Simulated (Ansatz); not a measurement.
**Molecular dynamics, with input and output: BH4O4 (charge −1)**

The run: molecular dynamics of BH4O4, charge −1. Method and program: RKS BLYP/6-31G* (Ansatz 0.2.0).

The geometry comes from this level: r2SCAN-D4/def2-SVPD. Figures and captions count atoms from 1; the log counts them from 0 in places.

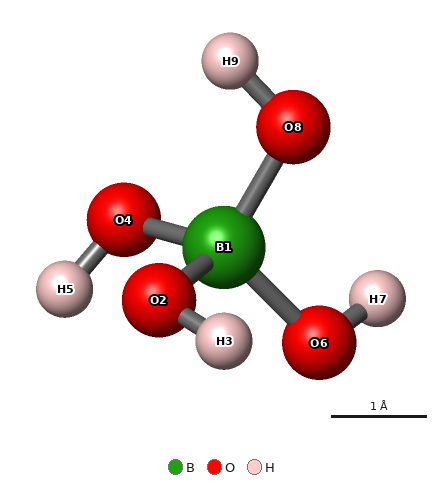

Fig. 1: The structure as given in the input (ball-and-stick view, seen at a tilt; atoms are numbered from 1 in the order of the input). Bond lengths as drawn: B–O 1.48 Å and H–O 0.96 Å.

## The input
```yaml
crystal:
  periodic: [false, false, false]
  atoms:
    - {symbol: B, position_ang: [0.001386, 0.000204, -0.001533]}
    - {symbol: O, position_ang: [0.011375, 0.046087, 1.481167]}
    - {symbol: H, position_ang: [-0.869208, 0.329293, 1.746535]}
    - {symbol: O, position_ang: [1.417098, -0.018850, -0.443262]}
    - {symbol: H, position_ang: [1.886309, 0.592052, 0.133532]}
    - {symbol: O, position_ang: [-0.774645, 1.175530, -0.466184]}
    - {symbol: H, position_ang: [-1.010750, 0.996564, -1.381729]}
    - {symbol: O, position_ang: [-0.648960, -1.202046, -0.576949]}
    - {symbol: H, position_ang: [-0.012594, -1.918844, -0.491568]}
basis:
  gaussian: {orbitals: "6-31G*"}
total_charge: -1
hamiltonian: {xc: {name: BLYP}}
md: {timestep: 0.5 fs, n_steps: 15, ensemble: nvt_nose_hoover, temperature: 1500, initial_velocities: maxwell_boltzmann, seed: 174}
scf: {omitted_lower_state_checks: [starts]}
```

Run on 4 threads of Arm Neoverse V1, 23 GiB of memory available, shared host.

Launch command:
```bash
ansatz run in.yaml --threads 4 --pin off --events-out ev --progress --plain --max-ram 3916MiB
```

## Output
```
Functional definition: BLYP
  name "BLYP"
  cite "Becke, Phys. Rev. A 38, 3098 (1988) doi:10.1103/PhysRevA.38.3098"
  cite "Lee, Yang & Parr, Phys. Rev. B 37, 785 (1988) doi:10.1103/PhysRevB.37.785"
  parameter beta = 0.0042
  parameter a = 0.04918
  parameter b = 0.132
  parameter c = 0.2533
  parameter d = 0.349
  exchange = b88_x(beta = beta)
  correlation = lyp_c(a = a, b = b, c = c, d = d)
these checks for a lower state are left out or cut short: starts
869 factors; their error is unknown
mean field evaluation 1: about -8924.7723 eV, gradient 6.4e1 eV
mean field evaluation 2: about -8909.9232 eV, gradient 1.1e2 eV
mean field evaluation 4: about -8931.6076 eV, gradient 3.1e-1 eV
mean field evaluation 8: about -8931.5647 eV, gradient 1.5e-1 eV
mean field evaluation 16: about -8931.5647 eV, gradient 3.5e-5 eV
mean field -8931.56472897 eV, -328.2289497577 hartree, gradient 3.5e-5 eV, S^2 0.000000; 0 other end points of the search recorded, 0 dependent functions left out
the calculation of the forces begins
reference -8931.56494118 eV, -328.2289575564 hartree; 21, 21 occupied and 62, 62 virtual orbitals, 869 factors
md step     0: t =     0.00 fs  T =  1500.0 K  F+E_penalty+E_count = -8931.56472897 eV  E_kin = 1.357230 eV  conserved = -8930.20749898 eV  (23 SCF iters)
these checks for a lower state are left out or cut short: starts, cluster_reference, orbital_swaps, neighbouring_geometries, increment
869 factors; their error is unknown
mean field -8931.53966641 eV, -328.2280287256 hartree, gradient 5.7e-6 eV, S^2 0.000000; 0 other end points of the search recorded, 0 dependent functions left out
[... from here on the field's lines of each further geometry are left out, up to the last ...]
md step     1: t =     0.50 fs  T =  1472.8 K  F+E_penalty+E_count = -8931.53966641 eV  E_kin = 1.332632 eV  conserved = -8930.20703493 eV  (27 SCF iters)
md step     2: t =     1.00 fs  T =  1417.6 K  F+E_penalty+E_count = -8931.48873075 eV  E_kin = 1.282684 eV  conserved = -8930.20604851 eV  (27 SCF iters)
md step     3: t =     1.50 fs  T =  1349.9 K  F+E_penalty+E_count = -8931.42667460 eV  E_kin = 1.221433 eV  conserved = -8930.20524856 eV  (27 SCF iters)
md step     4: t =     2.00 fs  T =  1282.8 K  F+E_penalty+E_count = -8931.36576496 eV  E_kin = 1.160713 eV  conserved = -8930.20506955 eV  (27 SCF iters)
md step     5: t =     2.50 fs  T =  1220.2 K  F+E_penalty+E_count = -8931.30936640 eV  E_kin = 1.104047 eV  conserved = -8930.20535484 eV  (27 SCF iters)
md step     6: t =     3.00 fs  T =  1158.6 K  F+E_penalty+E_count = -8931.25390128 eV  E_kin = 1.048324 eV  conserved = -8930.20564040 eV  (27 SCF iters)
md step     7: t =     3.50 fs  T =  1094.0 K  F+E_penalty+E_count = -8931.19538977 eV  E_kin = 0.989848 eV  conserved = -8930.20564171 eV  (28 SCF iters)
md step     8: t =     4.00 fs  T =  1026.1 K  F+E_penalty+E_count = -8931.13372365 eV  E_kin = 0.928451 eV  conserved = -8930.20542063 eV  (28 SCF iters)
md step     9: t =     4.50 fs  T =   958.2 K  F+E_penalty+E_count = -8931.07202004 eV  E_kin = 0.867008 eV  conserved = -8930.20521971 eV  (27 SCF iters)
md step    10: t =     5.00 fs  T =   893.3 K  F+E_penalty+E_count = -8931.01323073 eV  E_kin = 0.808280 eV  conserved = -8930.20522870 eV  (28 SCF iters)
md step    11: t =     5.50 fs  T =   831.5 K  F+E_penalty+E_count = -8930.95743855 eV  E_kin = 0.752359 eV  conserved = -8930.20543909 eV  (28 SCF iters)
md step    12: t =     6.00 fs  T =   770.2 K  F+E_penalty+E_count = -8930.90209689 eV  E_kin = 0.696935 eV  conserved = -8930.20561292 eV  (28 SCF iters)
md step    13: t =     6.50 fs  T =   708.1 K  F+E_penalty+E_count = -8930.84559275 eV  E_kin = 0.640726 eV  conserved = -8930.20541938 eV  (28 SCF iters)
md step    14: t =     7.00 fs  T =   649.6 K  F+E_penalty+E_count = -8930.79186646 eV  E_kin = 0.587746 eV  conserved = -8930.20478193 eV  (27 SCF iters)
the calculation of the forces begins
reference -8930.75121372 eV, -328.1990536235 hartree; 21, 21 occupied and 62, 62 virtual orbitals, 869 factors
these checks for a lower state are left out or cut short: starts
869 factors; their error is unknown
mean field -8930.75099930 eV, -328.1990457437 hartree, gradient 9.7e-6 eV, S^2 0.000000; 0 other end points of the search recorded, 0 dependent functions left out
the calculation of the forces begins
reference -8930.75121372 eV, -328.1990536235 hartree; 21, 21 occupied and 62, 62 virtual orbitals, 869 factors
md step    15: t =     7.50 fs  T =   605.2 K  F+E_penalty+E_count = -8930.75099930 eV  E_kin = 0.547607 eV  conserved = -8930.20417068 eV  (11 SCF iters)
```

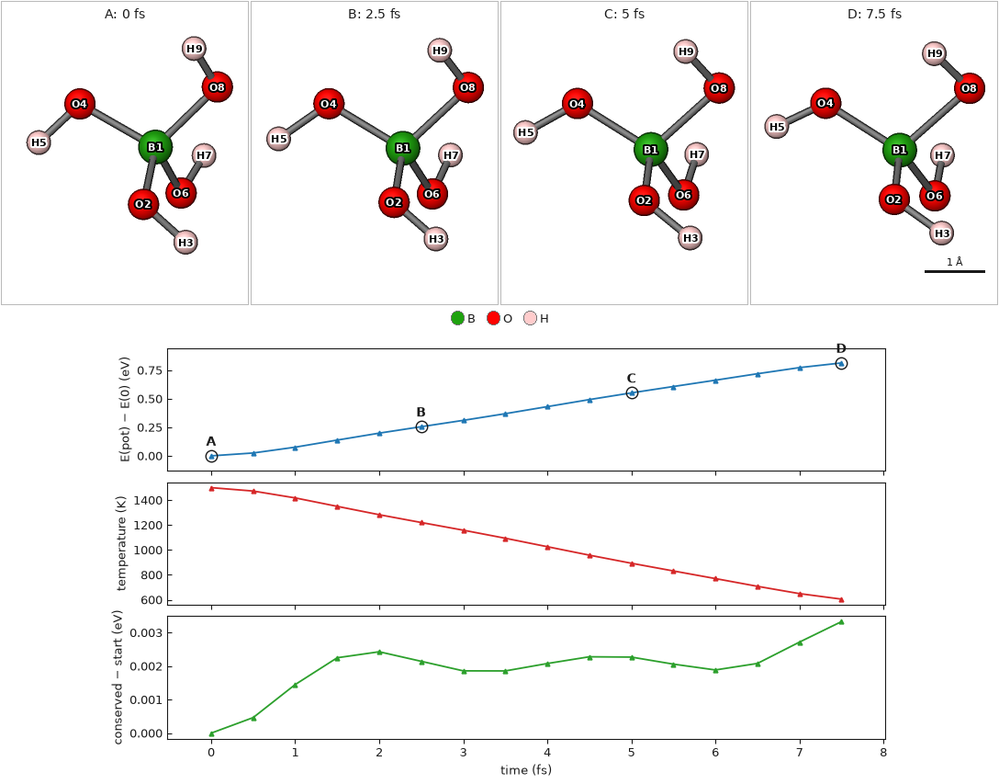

Fig. 2: Frames of the molecular dynamics (ball-and-stick, seen at a tilt) above the curves, on which the letters mark them. The trajectory kept here has 16 frames over 7.5 fs. The temperature starts at 1500 K, ranges from 605 to 1500 K and averages 805 K over the second half. The potential energy ends 0.814 eV above its first value. The conserved quantity stays within 0.0033 eV. After an unweighted best fit of the last frame on the first, the root-mean-square displacement is 0.17 Å, and H5 has moved furthest (0.28 Å).

```
Total energy: -8930.75121372 eV, -328.1990536235 hartree
Atom 0 at     0.064202     0.080753     0.026205 Å, force    -2.316740    -0.778511    -2.858829 eV/Å
Atom 1 at     0.005403     0.019657     1.378715 Å, force    -0.194074     0.406168     5.246552 eV/Å
Atom 2 at    -0.909153     0.057596     1.790195 Å, force     0.960486    -0.000704    -1.145918 eV/Å
Atom 3 at     1.483903    -0.039354    -0.399867 Å, force    -2.202418    -2.014852    -2.448348 eV/Å
Atom 4 at     2.150728     0.476132    -0.029552 Å, force     1.613648     2.046026     1.726464 eV/Å
Atom 5 at    -0.862249     1.203376    -0.463464 Å, force     1.133820     0.193896    -0.091619 eV/Å
Atom 6 at    -0.842163     1.115385    -1.438298 Å, force    -0.099266    -0.107110    -0.024044 eV/Å
Atom 7 at    -0.696863    -1.228184    -0.532041 Å, force     1.529619     0.567518    -0.234209 eV/Å
Atom 8 at     0.105912    -1.796047    -0.431642 Å, force    -0.425075    -0.312432    -0.170049 eV/Å
Dipole moment:     0.284338     0.124651     0.131091 e Å
Checks for a lower state left out: starts
```

## Trajectory as extended XYZ (Å, eV, eV/Å), 16 frames, from step=0 to step=15
```
9
Properties=species:S:1:pos:R:3:forces:R:3 step=0 time_fs=0.0 energy=-8931.56473 temperature=1500.0
B     0.0014    0.0002   -0.0015    0.0018  -0.0014   0.0061
O     0.0114    0.0461    1.4812    0.8489  -0.2215   0.3764
H    -0.8692    0.3293    1.7465   -0.7339   0.2471   0.0589
O     1.4171   -0.0188   -0.4433    0.1603  -0.6090  -0.7197
H     1.8863    0.5921    0.1335    0.2412   0.5009   0.5425
O    -0.7746    1.1755   -0.4662   -0.1311   0.6598   0.6790
H    -1.0108    0.9966   -1.3817   -0.1250  -0.2849  -0.7122
O    -0.6490   -1.2020   -0.5769   -0.8739   0.1728  -0.3467
H    -0.0126   -1.9188   -0.4916    0.6118  -0.4637   0.1157
9
Properties=species:S:1:pos:R:3:forces:R:3 step=1 time_fs=0.5 energy=-8931.53967 temperature=1472.8
B     0.0076    0.0059    0.0022   -0.2870  -0.0431  -0.1756
O     0.0096    0.0444    1.4721    1.6289  -0.3939   0.4205
H    -0.8567    0.3065    1.7522   -1.4608   0.4475   0.2503
O     1.4200   -0.0208   -0.4403    0.6442  -0.1019  -0.3320
H     1.9254    0.5966    0.1303   -0.2858  -0.0486   0.0565
O    -0.7807    1.1769   -0.4659   -0.0462   0.6467   0.6896
H    -1.0002    1.0078   -1.3876   -0.1039  -0.2959  -0.6990
O    -0.6527   -1.2040   -0.5738   -0.7364   0.3602  -0.3125
H    -0.0037   -1.9073   -0.4867    0.6470  -0.5709   0.1023
9
Properties=species:S:1:pos:R:3:forces:R:3 step=2 time_fs=1.0 energy=-8931.48873 temperature=1417.6
B     0.0138    0.0116    0.0059   -0.5731  -0.0793  -0.3731
O     0.0080    0.0427    1.4631    2.2358  -0.4884   0.5175
H    -0.8476    0.2848    1.7585   -2.0108   0.5697   0.4080
O     1.4230   -0.0227   -0.4374    1.1180   0.3422  -0.0159
H     1.9639    0.6011    0.1271   -0.7974  -0.5297  -0.3513
O    -0.7868    1.1784   -0.4655    0.0132   0.6138   0.5871
H    -0.9899    1.0182   -1.3952   -0.0596  -0.2852  -0.5757
O    -0.6565   -1.2059   -0.5706   -0.5223   0.4404  -0.2750
H     0.0067   -1.8972   -0.4817    0.5961  -0.5836   0.0784
9
Properties=species:S:1:pos:R:3:forces:R:3 step=3 time_fs=1.5 energy=-8931.42668 temperature=1349.9
B     0.0199    0.0173    0.0095   -0.8525  -0.1131  -0.5898
O     0.0067    0.0410    1.4542    2.5372  -0.4802   0.7294
H    -0.8434    0.2645    1.7657   -2.2502   0.5889   0.4714
O     1.4262   -0.0246   -0.4344    1.5286   0.6841   0.2000
H     2.0004    0.6043    0.1232   -1.2430  -0.9012  -0.6493
O    -0.7929    1.1799   -0.4650    0.0575   0.5675   0.3904
H    -0.9797    1.0280   -1.4042   -0.0029  -0.2591  -0.3620
O    -0.6604   -1.2077   -0.5676   -0.2336   0.4232  -0.2342
H     0.0185   -1.8885   -0.4764    0.4589  -0.5102   0.0441
9
Properties=species:S:1:pos:R:3:forces:R:3 step=4 time_fs=2.0 energy=-8931.36577 temperature=1282.8
B     0.0257    0.0230    0.0130   -1.1208  -0.1475  -0.8281
O     0.0059    0.0391    1.4454    2.4726  -0.3738   1.0988
H    -0.8446    0.2456    1.7741   -2.1185   0.5097   0.3978
O     1.4297   -0.0264   -0.4315    1.8481   0.9163   0.3163
H     2.0339    0.6054    0.1176   -1.5977  -1.1543  -0.8360
O    -0.7990    1.1816   -0.4645    0.0982   0.5146   0.1322
H    -0.9695    1.0372   -1.4140    0.0546  -0.2248  -0.0911
O    -0.6644   -1.2094   -0.5645    0.1123   0.3338  -0.1917
H     0.0314   -1.8809   -0.4710    0.2512  -0.3739   0.0018
9
Properties=species:S:1:pos:R:3:forces:R:3 step=5 time_fs=2.5 energy=-8931.30937 temperature=1220.2
B     0.0313    0.0286    0.0163   -1.3731  -0.1846  -1.0873
O     0.0054    0.0372    1.4368    2.0860  -0.2025   1.6251
H    -0.8508    0.2278    1.7835   -1.6611   0.3652   0.1857
O     1.4334   -0.0281   -0.4285    2.0651   1.0463   0.3459
H     2.0637    0.6037    0.1101   -1.8528  -1.2959  -0.9232
O    -0.8050    1.1833   -0.4639    0.1450   0.4612  -0.1499
H    -0.9592    1.0458   -1.4241    0.1030  -0.1888   0.1991
O    -0.6683   -1.2111   -0.5615    0.4879   0.2046  -0.1503
H     0.0449   -1.8743   -0.4657    0.0000  -0.2055  -0.0451
9
Properties=species:S:1:pos:R:3:forces:R:3 step=6 time_fs=3.0 energy=-8931.25390 temperature=1158.6
B     0.0366    0.0342    0.0193   -1.6048  -0.2260  -1.3637
O     0.0052    0.0353    1.4284    1.5010  -0.0114   2.2635
H    -0.8610    0.2110    1.7932   -1.0039   0.2007  -0.1249
O     1.4374   -0.0296   -0.4255    2.1752   1.0850   0.3026
H     2.0890    0.5989    0.1004   -2.0061  -1.3363  -0.9243
O    -0.8110    1.1851   -0.4634    0.2044   0.4114  -0.4208
H    -0.9487    1.0540   -1.4336    0.1360  -0.1559   0.4734
O    -0.6722   -1.2128   -0.5585    0.8623   0.0673  -0.1133
H     0.0584   -1.8682   -0.4604   -0.2642  -0.0348  -0.0924
9
Properties=species:S:1:pos:R:3:forces:R:3 step=7 time_fs=3.5 energy=-8931.19539 temperature=1094.0
B     0.0416    0.0397    0.0221   -1.8115  -0.2726  -1.6498
O     0.0053    0.0333    1.4204    0.8594   0.1616   2.9466
H    -0.8736    0.1947    1.8027   -0.2915   0.0538  -0.4746
O     1.4417   -0.0309   -0.4224    2.1734   1.0392   0.1955
H     2.1094    0.5909    0.0884   -2.0545  -1.2826  -0.8493
O    -0.8170    1.1869   -0.4629    0.2793   0.3676  -0.6527
H    -0.9378    1.0618   -1.4421    0.1508  -0.1289   0.7043
O    -0.6759   -1.2144   -0.5555    1.2078  -0.0525  -0.0834
H     0.0713   -1.8621   -0.4554   -0.5132   0.1142  -0.1365
9
Properties=species:S:1:pos:R:3:forces:R:3 step=8 time_fs=4.0 energy=-8931.13372 temperature=1026.1
B     0.0461    0.0452    0.0245   -1.9891  -0.3247  -1.9354
O     0.0055    0.0314    1.4128    0.2706   0.2959   3.6099
H    -0.8869    0.1784    1.8111    0.3633  -0.0549  -0.8086
O     1.4464   -0.0321   -0.4192    2.0498   0.9092   0.0276
H     2.1250    0.5798    0.0745   -1.9897  -1.1352  -0.7021
O    -0.8230    1.1888   -0.4625    0.3696   0.3307  -0.8266
H    -0.9266    1.0693   -1.4488    0.1477  -0.1090   0.8726
O    -0.6795   -1.2161   -0.5525    1.5028  -0.1376  -0.0628
H     0.0830   -1.8558   -0.4507   -0.7249   0.2256  -0.1745
9
Properties=species:S:1:pos:R:3:forces:R:3 step=9 time_fs=4.5 energy=-8931.07202 temperature=958.2
B     0.0502    0.0506    0.0264   -2.1346  -0.3820  -2.2080
O     0.0057    0.0295    1.4058   -0.2039   0.3865   4.2052
H    -0.8993    0.1621    1.8175    0.8960  -0.1208  -1.0901
O     1.4514   -0.0331   -0.4161    1.7887   0.6887  -0.2040
H     2.1358    0.5660    0.0588   -1.7971  -0.8889  -0.4821
O    -0.8289    1.1908   -0.4623    0.4731   0.3004  -0.9306
H    -0.9150    1.0766   -1.4535    0.1287  -0.0962   0.9667
O    -0.6828   -1.2178   -0.5496    1.7327  -0.1783  -0.0529
H     0.0929   -1.8490   -0.4464   -0.8836   0.2905  -0.2042
9
Properties=species:S:1:pos:R:3:forces:R:3 step=10 time_fs=5.0 energy=-8931.01323 temperature=893.3
B     0.0538    0.0559    0.0279   -2.2458  -0.4439  -2.4540
O     0.0059    0.0277    1.3993   -0.5416   0.4381   4.7019
H    -0.9096    0.1454    1.8213    1.2814  -0.1485  -1.3002
O     1.4566   -0.0341   -0.4130    1.3712   0.3682  -0.5044
H     2.1424    0.5501    0.0420   -1.4583  -0.5353  -0.1863
O    -0.8347    1.1928   -0.4622    0.5862   0.2760  -0.9588
H    -0.9031    1.0836   -1.4558    0.0974  -0.0899   0.9805
O    -0.6859   -1.2195   -0.5466    1.8890  -0.1701  -0.0544
H     0.1007   -1.8414   -0.4425   -0.9795   0.3053  -0.2243
9
Properties=species:S:1:pos:R:3:forces:R:3 step=11 time_fs=5.5 energy=-8930.95744 temperature=831.5
B     0.0570    0.0612    0.0288   -2.3220  -0.5094  -2.6595
O     0.0060    0.0260    1.3936   -0.7409   0.4590   5.0817
H    -0.9168    0.1284    1.8219    1.5159  -0.1461  -1.4315
O     1.4621   -0.0349   -0.4100    0.7849  -0.0580  -0.8755
H     2.1454    0.5329    0.0247   -0.9607  -0.0705   0.1841
O    -0.8405    1.1948   -0.4622    0.7044   0.2563  -0.9100
H    -0.8910    1.0904   -1.4558    0.0577  -0.0890   0.9128
O    -0.6887   -1.2213   -0.5437    1.9672  -0.1119  -0.0679
H     0.1062   -1.8331   -0.4393   -1.0065   0.2697  -0.2341
9
Properties=species:S:1:pos:R:3:forces:R:3 step=12 time_fs=6.0 energy=-8930.90210 temperature=770.2
B     0.0596    0.0663    0.0291   -2.3641  -0.5770  -2.8118
O     0.0061    0.0243    1.3887   -0.8067   0.4581   5.3329
H    -0.9204    0.1111    1.8192    1.6027  -0.1224  -1.4825
O     1.4676   -0.0358   -0.4071    0.0415  -0.5779  -1.3058
H     2.1461    0.5155    0.0079   -0.3148   0.4911   0.6144
O    -0.8461    1.1969   -0.4624    0.8230   0.2398  -0.7871
H    -0.8788    1.0970   -1.4536    0.0141  -0.0920   0.7665
O    -0.6911   -1.2230   -0.5407    1.9663  -0.0050  -0.0933
H     0.1093   -1.8242   -0.4366   -0.9620   0.1853  -0.2333
9
Properties=species:S:1:pos:R:3:forces:R:3 step=13 time_fs=6.5 energy=-8930.84559 temperature=708.1
B     0.0616    0.0712    0.0288   -2.3746  -0.6452  -2.9000
O     0.0059    0.0227    1.3845   -0.7408   0.4437   5.4473
H    -0.9202    0.0934    1.8129    1.5425  -0.0853  -1.4525
O     1.4732   -0.0368   -0.4044   -0.7980  -1.1447  -1.7593
H     2.1461    0.4993   -0.0074    0.4210   1.1002   1.0649
O    -0.8517    1.1990   -0.4627    0.9370   0.2252  -0.5983
H    -0.8665    1.1034   -1.4496   -0.0291  -0.0974   0.5500
O    -0.6933   -1.2248   -0.5378    1.8882   0.1481  -0.1303
H     0.1100   -1.8148   -0.4344   -0.8462   0.0555  -0.2217
9
Properties=species:S:1:pos:R:3:forces:R:3 step=14 time_fs=7.0 energy=-8930.79187 temperature=649.6
B     0.0632    0.0761    0.0278   -2.3573  -0.7127  -2.9167
O     0.0057    0.0211    1.3812   -0.5392   0.4237   5.4190
H    -0.9163    0.0756    1.8032    1.3310  -0.0422  -1.3404
O     1.4787   -0.0380   -0.4020   -1.6054  -1.6652  -2.1687
H     2.1471    0.4857   -0.0203    1.1219   1.6608   1.4650
O    -0.8570    1.2012   -0.4630    1.0418   0.2105  -0.3587
H    -0.8542    1.1095   -1.4443   -0.0678  -0.1032   0.2786
O    -0.6952   -1.2265   -0.5349    1.7388   0.3419  -0.1779
H     0.1088   -1.8053   -0.4328   -0.6636  -0.1136  -0.2001
9
Properties=species:S:1:pos:R:3:forces:R:3 step=15 time_fs=7.5 energy=-8930.75100 temperature=605.2
B     0.0642    0.0808    0.0262   -2.3167  -0.7785  -2.8588
O     0.0054    0.0197    1.3787   -0.1941   0.4062   5.2466
H    -0.9092    0.0576    1.7902    0.9605  -0.0007  -1.1459
O     1.4839   -0.0394   -0.3999   -2.2024  -2.0149  -2.4483
H     2.1507    0.4761   -0.0296    1.6136   2.0460   1.7265
O    -0.8622    1.2034   -0.4635    1.1338   0.1939  -0.0916
H    -0.8422    1.1154   -1.4383   -0.0993  -0.1071  -0.0240
O    -0.6969   -1.2282   -0.5320    1.5296   0.5675  -0.2342
H     0.1059   -1.7960   -0.4316   -0.4251  -0.3124  -0.1700
```

## Key numbers

| quantity | value |
| --- | --- |
| outcome | finished |
| mean temperature over the second half | 805 K |
| trajectory | 15 steps, 7.5 fs |
| ensemble | nvt_nose_hoover |
| temperature in the input | 1500 K |
| time step | 0.5 fs |
| potential energy (last step) | −8930.7512 eV |
| SCF solution under orbital rotations (last step) | stable |
| largest force (length of the vector) (last step) | 5.266 eV/Å |
| wall time | 11 s (CPU time 37 s) |
| peak memory | 0.43 GiB |

So short a trajectory is not equilibrated. The temperature stays far from the 1500 K of the thermostat over the second half: the run isn't equilibrated.
